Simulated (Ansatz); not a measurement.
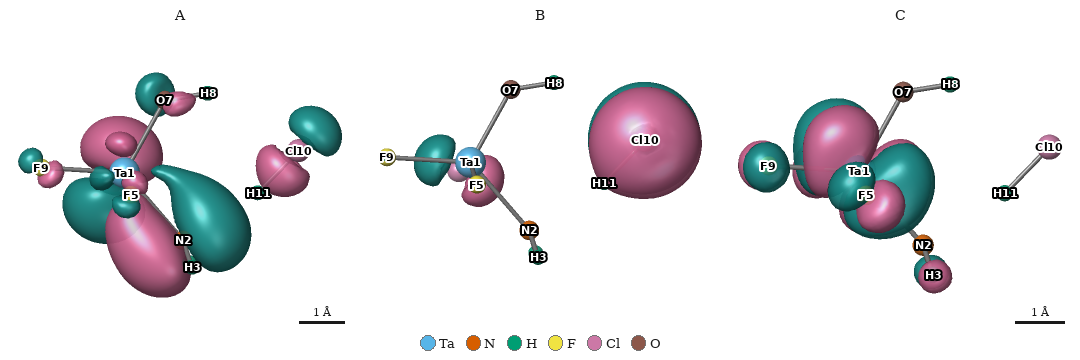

Figure. ClF2H3NOTa···HCl. Three frontier orbitals at ±0.1 Å⁻³ᐟ² (teal and pink are the two phases), in no order.

Core potentials replace the inner electrons of Ta.

Theory: RKS B3LYP/def2-SVP (Ansatz 0.2.0).

Input file:

```
crystal:
  periodic: [false, false, false]
  atoms:
    - { symbol: Ta, position_ang: [0.023443, -0.236014, 0.047941] }
    - { symbol: "N", position_ang: [2.106997, -0.145939, -0.24721] }
    - { symbol: H, position_ang: [2.728383, -0.175648, 0.559846] }
    - { symbol: H, position_ang: [2.563596, -0.482364, -1.09159] }
    - { symbol: F, position_ang: [0.575128, 0.079062, 1.838575] }
    - { symbol: Cl, position_ang: [-0.025849, -0.795721, -2.245964] }
    - { symbol: O, position_ang: [-1.120415, 1.239173, -0.069077] }
    - { symbol: H, position_ang: [-0.918792, 2.1709, -0.258742] }
    - { symbol: F, position_ang: [-0.903786, -1.783635, 0.553899] }
    - { symbol: Cl, position_ang: [1.208396, 3.191761, -0.614441] }
    - { symbol: H, position_ang: [1.940799, 2.071225, -0.570537] }
basis:
  gaussian: { orbitals: def2-SVP }
hamiltonian:
  xc: b3lyp
relax:
  f_tol: 0.03
  max_steps: 50
output:
  orbitals: {}
```

Run with:

```sh
ansatz run input.yaml --threads 4 --pin off --max-ram 5120MiB --backend cpu --events-out ev --progress --plain --runs-dir out
```

The fields are those of the run's last geometry, not of the input's.

Order the three orbitals by energy and name them.

B is the HOMO−1 (−9.00 eV). It lies mainly on Cl10 (about 90 %); largely a lone pair of Cl10. A is the HOMO (−8.60 eV). It lies mainly on N2 (about 45 %), Cl6 (about 25 %), Ta1 (about 10 %) and Cl10 (about 5 %); largely a combination of lone pairs on N2, Cl6 and Cl10. C is the LUMO (−2.89 eV). By Hirshfeld shares it lies mainly on Ta1 (about 70 %), Cl6 (about 10 %) and F5 (about 10 %).

What is the HOMO–LUMO gap?

5.71 eV between the orbital energies.
